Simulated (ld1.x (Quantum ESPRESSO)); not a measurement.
# Pseudopotential generation for Ti: PAW, PBE

Task: generate the file, and judge it by its errors in other configurations, its logarithmic derivatives, its ghosts and its cutoff.

Program: ld1.x (Quantum ESPRESSO) 7.5. Reference atom: PBE, scalar-relativistic, spherical and spin-unpolarised. All values are calculated.

### 1 The atom and the settings

Typed settings, in words:

- element: titanium (Ti, Z = 22)
- type: PAW
- frozen core: [Ne]
- valence charge: 12
- reference configuration: 3s2 3p6 3d2.5 4s1.5 4p0
- partial waves: 3s (bound): rcut 1.35, rcutus 1.45 bohr; 4s (bound): rcut 1.35, rcutus 1.45 bohr; 3p (bound): rcut 2.10, rcutus 2.40 bohr; 4p (bound, empty): rcut 2.10, rcutus 2.40 bohr; 3d (bound): rcut 0.80, rcutus 0.84 bohr; 3d channel at 1.8 Ry: rcut 0.80, rcutus 0.84 bohr
- local potential: all-electron potential smoothed inside 2.15 bohr (lloc = -1)
- core correction: Bessel-smoothed model core, default radius (core density twice the valence density)
- augmentation charge: PSQ, inside the norm-conserving radii

### 2 Generating the potential

Ti.in reads:

```
 &input
   title='Ti', zed=22., rel=1, dft='PBE', iswitch=3,
   config='[Ar] 3d2.5 4s1.5 4p0',
   nld=3, rlderiv=2.60, eminld=-6.0, emaxld=5.0, deld=0.02
 /
 &inputp
   pseudotype=3, lpaw=.true., tm=.true., lloc=-1, rcloc=2.15,
   nlcc=.true., new_core_ps=.true.,
   which_augfun='PSQ', rmatch_augfun_nc=.true.,
   file_pseudopw='Ti.UPF', file_wfcaegen='ae.wfc', file_wfcncgen='nc.wfc', file_beta='beta', file_chi='chi', file_wfcusgen='us.wfc'
 /
6
3S  1  0   2.00   0.00  1.35  1.45  0.0
4S  2  0   1.50   0.00  1.35  1.45  0.0
3P  2  1   6.00   0.00  2.10  2.40  0.0
4P  3  1   0.00   0.00  2.10  2.40  0.0
3D  3  2   2.50   0.00  0.80  0.84  0.0
3D  3  2   0.00   1.80  0.80  0.84  0.0
 &test
   configts(1)='3s2 3p6 3d2.5 4s1.5 4p0'
 /
```

The run is started by

```bash
ld1.x < Ti.in > Ti.out
```

The output, Ti.out (without the banner and most projector matrices):

```text
     Program LD1 v.7.5
     --------------------------- All-electron run ----------------------------

     Ti
     scalar relativistic calculation

     atomic number is 22.00
     dft =PBE   lsd =0 sic =0 latt =0  beta=0.20 tr2=1.0E-14
     Exchange-correlation= PBE
                           (   1   4   3   4   0   0   0)
     mesh =1177 r(mesh) = 100.37945 a.u. xmin = -7.00 dx = 0.01250
     1 Ry =  13.60569312 eV, c = 137.03599908

     n l     nl                  e(Ry)          e(Ha)          e(eV)
     1 0     1S 1( 2.00)      -357.7203      -178.8602     -4867.0327
     2 0     2S 1( 2.00)       -39.3041       -19.6521      -534.7601
     2 1     2P 1( 6.00)       -32.4947       -16.2473      -442.1127
     3 0     3S 1( 2.00)        -4.4641        -2.2321       -60.7373
     3 1     3P 1( 6.00)        -2.7234        -1.3617       -37.0535
     3 2     3D 1( 2.50)        -0.2121        -0.1061        -2.8864
     4 0     4S 1( 1.50)        -0.2971        -0.1485        -4.0420
     4 1     4P 1( 0.00)        -0.0924        -0.0462        -1.2569

     final scf error:  4.8E-15 reached in  29 iterations

     Etot =   -1707.105206 Ry,    -853.552603 Ha,  -23226.349556 eV

     Ekin =    1721.460207 Ry,     860.730104 Ha,   23421.659301 eV
     Encl =   -4061.213731 Ry,   -2030.606865 Ha,  -55255.627729 eV
     Eh   =     716.639205 Ry,     358.319603 Ha,    9750.373110 eV
     Exc  =     -83.990887 Ry,     -41.995444 Ha,   -1142.754238 eV

     normalization and overlap integrals

     s(1S/1S) =  1.000000  <r> =   0.0696  <r2> =    0.0065  r(max) =   0.0455
     s(2S/2S) =  1.000000  <r> =   0.3249  <r2> =    0.1248  r(max) =   0.2682
     s(2P/2P) =  1.000000  <r> =   0.2899  <r2> =    0.1037  r(max) =   0.2196
     s(3S/3S) =  1.000000  <r> =   1.0105  <r2> =    1.1791  r(max) =   0.8685
     s(3P/3P) =  1.000000  <r> =   1.0931  <r2> =    1.4110  r(max) =   0.9016
     s(3D/3D) =  1.000000  <r> =   1.7672  <r2> =    4.4146  r(max) =   0.9965
     s(4S/4S) =  1.000000  <r> =   3.6376  <r2> =   15.3188  r(max) =   2.9935
     s(4P/4P) =  1.000000  <r> =   5.1647  <r2> =   31.5925  r(max) =   3.9907

     ------------------------ End of All-electron run ------------------------

     --------------------- Generating PAW atomic setup --------------------

      Generating local potential from pseudized AE potential:
      Matching radius rcloc =   2.1500

      Local pseudo, rcloc= 2.136 Estimated cut-off energy=     5.40 Ry

      Computing core charge for nlcc:

       r > 0.52 : true rho core
      Core charge pseudized with two Bessel functions
      Integrated core pseudo-charge :   6.26
      Wfc-us  3S rcutus= 1.468  Estimated cut-off energy=    24.30 Ry
      Wfc-us  4S rcutus= 1.468  Estimated cut-off energy=    47.06 Ry
      Wfc-us  3P rcutus= 2.420  Estimated cut-off energy=    15.02 Ry
      Wfc-us  4P rcutus= 2.420  Estimated cut-off energy=    11.58 Ry
      Wfc-us  3D rcutus= 0.847  Estimated cut-off energy=   152.88 Ry
      Wfc-us  3D rcutus= 0.847  Estimated cut-off energy=   157.08 Ry

     Required augmentation: PSQ   radius:    2.400000

     Q pseudized with Bessel functions
     Expected ecutrho=     672.5061 due to l1=  2   l2=  2

     Estimated PAW energy = -183.184818 Ryd

     The PAW screened D coefficients
    -0.53100     0.01022     0.00000     0.00000     0.00000     0.00000
     0.01022    -0.02952     0.00000     0.00000     0.00000     0.00000
     0.00000     0.00000    -2.53355    -0.21148     0.00000     0.00000
     0.00000     0.00000    -0.21148     0.03837     0.00000     0.00000
     0.00000     0.00000     0.00000     0.00000    -3.26700    -3.63229
     0.00000     0.00000     0.00000     0.00000    -3.63229    -4.13470

     The PAW descreened D coefficients (US)
    -2.87827    -0.86099     0.00000     0.00000     0.00000     0.00000
    -0.86099    -0.33130     0.00000     0.00000     0.00000     0.00000
     0.00000     0.00000     1.32964     0.49168     0.00000     0.00000
     0.00000     0.00000     0.49168     0.15324     0.00000     0.00000
     0.00000     0.00000     0.00000     0.00000    -3.10884    -3.43042
     0.00000     0.00000     0.00000     0.00000    -3.43042    -3.87911

     ------------------- End of pseudopotential generation -------------------

     [... the all-electron block is printed once more ...]


     Computing logarithmic derivative in   2.59277
     Computing logarithmic derivative in   2.59277
     Computing the partial wave expansion
     R is outside the sphere for l=    0 j= 0.00
     R is outside the sphere for l=    0 j= 0.00
     R is outside the sphere for l=    1 j= 0.00
     R is outside the sphere for l=    1 j= 0.00
     R is outside the sphere for l=    2 j= 0.00
     R is outside the sphere for l=    2 j= 0.00

     ---------------------- Testing the pseudopotential ----------------------

     Ti
     scalar relativistic calculation

     atomic number is 22.00   valence charge is 12.00
     dft = SLA  PW   PBX  PBC   lsd =0 sic =0 latt =0  beta=0.20 tr2=1.0E-14
     mesh =1177 r(mesh) = 100.37945 xmin = -7.00 dx = 0.01250

     n l     nl             e AE (Ry)        e PS (Ry)    De AE-PS (Ry)
     1 0     3S   1( 2.00)       -4.46411       -4.46409       -0.00002
     2 1     3P   1( 6.00)       -2.72338       -2.72337       -0.00002
     3 2     3D   1( 2.50)       -0.21215       -0.21214       -0.00001
     2 0     4S   1( 1.50)       -0.29708       -0.29708       -0.00000
     3 1     4P   1( 0.00)       -0.09238       -0.09238       -0.00000

     eps = 6.5E-16  iter =  6

     Etot =   -1707.105206 Ry,    -853.552603 Ha,  -23226.349556 eV
     Etotps =  -183.184815 Ry,     -91.592407 Ha,   -2492.356376 eV

     Ekin =     136.757706 Ry,      68.378853 Ha,    1860.683382 eV
     Encl =    -330.355455 Ry,    -165.177728 Ha,   -4494.714945 eV
     Ehrt =      94.403889 Ry,      47.201944 Ha,    1284.430340 eV
     Ecxc =     -83.990955 Ry,     -41.995477 Ha,   -1142.755153 eV
     (Ecc =     -24.068669 Ry,     -12.034334 Ha,    -327.470920 eV)

     ---------------------- End of pseudopotential test ----------------------
```

It took 1.6 s on 1 thread of Neoverse-V2, shared host. (Generation and the later configuration tests together.)

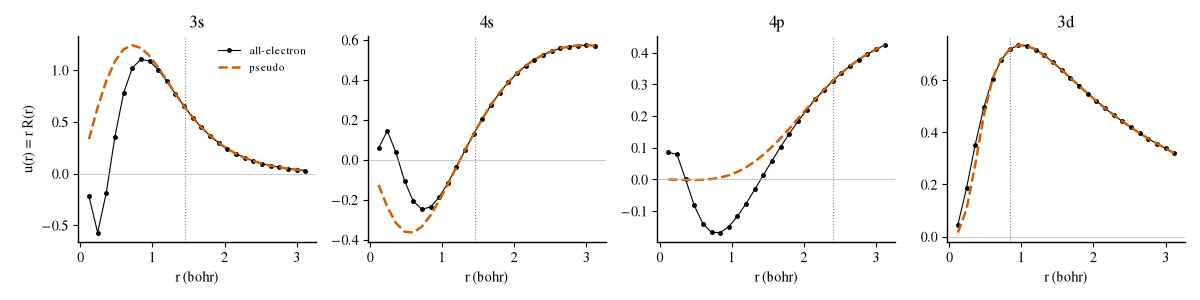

All-electron and pseudo partial waves (3s, 4s, 4p, 3d), with the matching radii dotted. The curves join 26 sampled radii, too few to resolve the innermost nodes.

[end of part 1 of 2]
